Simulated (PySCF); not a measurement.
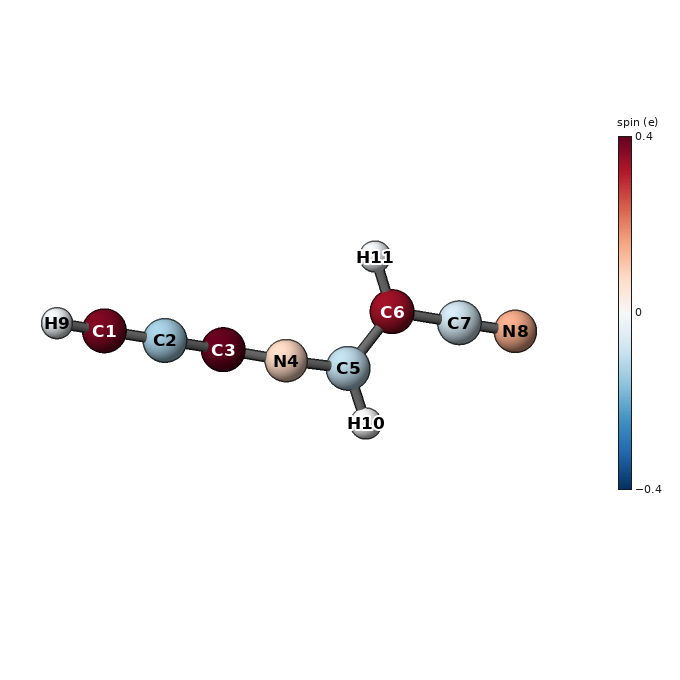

Atoms are coloured by their Mulliken spin populations. Charge 0, doublet. The geometry was computed by an optimisation with GFN2-xTB. No frequency run is at hand to confirm it as a minimum. Method: UKS B3LYP, pcH-1 on C H N, non-relativistic (PySCF 2.14.0).

Which atom carries the largest spin population?

C3 (0.40 e).

Which atom has the lowest spin population?

C2 (−0.13 e); a negative value comes from spin polarisation.

List the Mulliken spin populations.

```csv
atom,value (e)
C1,0.37
C2,−0.13
C3,0.40
N4,0.08
C5,−0.10
C6,0.34
C7,−0.08
N8,0.15
H9,−0.02
H10,0.00
H11,−0.01
```

Mulliken values depend strongly on the basis set.
